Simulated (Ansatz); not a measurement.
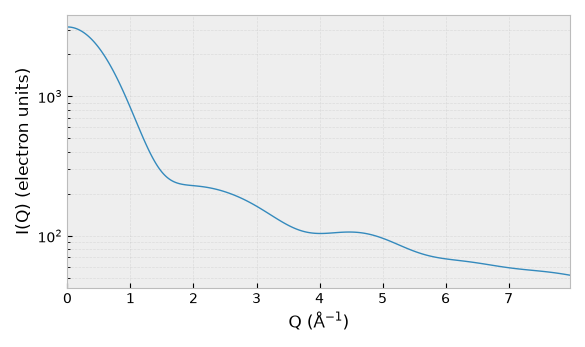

Elastic X-ray scattering of a randomly oriented, rigid molecule, calculated with the Debye equation from neutral-atom form factors (independent atoms, no Compton part, no vibration). The geometry is the end point of an optimisation (RKS PBE-D4/6-31G (Ansatz 0.2.0)); it may be a saddle point or a higher isomer. It contains C, Cl, H.

How many electrons does the independent-atom model of the molecule hold?

Answer. I(0) is the square of the electron number: I(0) = 3140, so about 56 electrons, the count of C5H9Cl.

What radius of gyration does the initial fall-off give?

Answer. From I(Q) ≈ I(0) exp(−Q²R²/3) at small Q, R ≈ 2.04 Å. It is larger than the electron-weighted radius of the nuclear positions alone (1.88 Å), because each atom's electron cloud adds to it.
